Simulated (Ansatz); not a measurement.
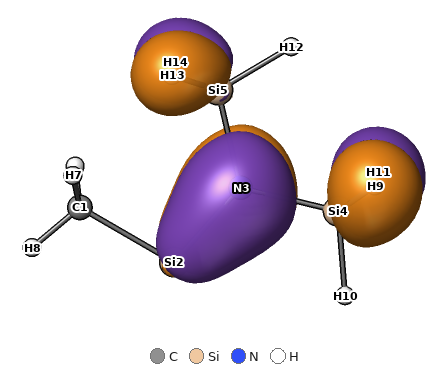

Figure 1: CH9NSi3 (SMILES C[Si]N([SiH3])[SiH3]). The HOMO−1 at ±0.1 Å⁻³ᐟ² (orange and purple are the two phases), seen across its widest extent.

Geometry: PBE0-D4/def2-TZVP.

Level of theory: RKS PBE0-D4/def2-TZVPP (Ansatz).

The calculation's input:

```
crystal:
  periodic: [false, false, false]
  atoms:
    - {symbol: C, position_ang: [-0.223492, 2.346895, 0.396695]}
    - {symbol: Si, position_ang: [-1.361663, 1.017303, -0.349641]}
    - {symbol: N, position_ang: [-0.354567, -0.402932, -0.227049]}
    - {symbol: Si, position_ang: [-1.006619, -1.918813, -0.812488]}
    - {symbol: Si, position_ang: [1.264228, -0.449474, 0.434355]}
    - {symbol: H, position_ang: [0.706828, 2.456724, -0.173760]}
    - {symbol: H, position_ang: [0.054623, 2.118502, 1.432689]}
    - {symbol: H, position_ang: [-0.732814, 3.313304, 0.393031]}
    - {symbol: H, position_ang: [-1.052182, -2.919202, 0.286724]}
    - {symbol: H, position_ang: [-2.375127, -1.668393, -1.326246]}
    - {symbol: H, position_ang: [-0.148695, -2.464705, -1.897407]}
    - {symbol: H, position_ang: [1.753967, -1.851446, 0.342229]}
    - {symbol: H, position_ang: [1.276901, -0.035196, 1.860109]}
    - {symbol: H, position_ang: [2.185714, 0.428134, -0.330541]}
basis:
  gaussian: {orbitals: def2-TZVPP}
hamiltonian: {xc: pbe0, dispersion: d4}
output: {orbitals: {seedname: orbitals}}
```

Launched as:

```sh
ansatz run in.yaml --threads 4 --pin off --events-out ev --progress --plain --max-ram 10444MiB
```

### Describe this orbital and give its energy.

It lies mainly on N3 (about 40 %), Si4 (about 10 %), Si2 (about 10 %), Si5 (about 10 %), H9 (about 10 %) and H11 (about 10 %). Its energy is −8.21 eV.
